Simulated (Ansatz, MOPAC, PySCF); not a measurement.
BF3 (SMILES FB(F)F) and H2O (SMILES O) are pulled apart as rigid monomers along the line of their centres of mass, from the B3LYP-D3(BJ)/def2-TZVP minimum. Starting geometry (charge 0, multiplicity 1):
```xyz
7

F      1.058    -0.784     0.302
B      0.029     0.025     0.572
F      0.211     1.347     0.370
F     -1.213    -0.460     0.369
O      0.037     0.016     2.437
H     -0.826    -0.285     2.751
H      0.165     0.920     2.755
```

Interaction energies with rigid monomers; basis-set methods are counterpoise corrected unless marked otherwise.

Cores are frozen in the correlated methods. Rows in 6-31G*, STO-3G carry no dispersion term and start afresh at each structure (6-31G* with six Cartesian d functions). MP2/6-31G* freezes PySCF's default core. The state that AM1 reach isn't checked.

The values were computed with Ansatz (Gaussian basis) for Hartree–Fock, density functionals and correlated methods; MOPAC for AM1 (differences of heats of formation); PySCF for 6-31G* rows, STO-3G rows. Values without a source in brackets are computed.

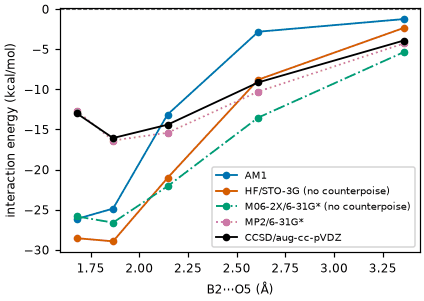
Figure. Interaction energy against separation

Q: Which level binds most strongly at B2···O5 = 1.87, and by how much?

A: HF/STO-3G (no counterpoise), -28.9 kcal/mol.

Ansatz is a quantum-chemistry and plane-wave program.
